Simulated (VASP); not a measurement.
Band structure of TlBiTe₂ (space group P4/mmm). These are PBEsol GGA, VASP's PBE PAW potentials (set 64) (plane waves; VASP) values and carry that method's errors.

Unless said otherwise, spin-orbit coupling is left out, though it shifts the bands of the heavy elements here.

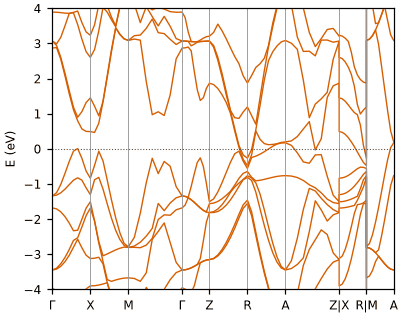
*Bands along high-symmetry lines, zero at the valence-band maximum or, without a gap, the Fermi level*

Q: Read the plot: is there a gap, and where are the band edges?

A: It has no gap at this level: it comes out as a metal or semimetal. (Edges off the drawn lines would not show.)

The structure comes from a computed database's TlBiTe2 entry (P4/mmm); how it stands against other phases isn't given here. It was relaxed first, which changed the volume by -5 %.
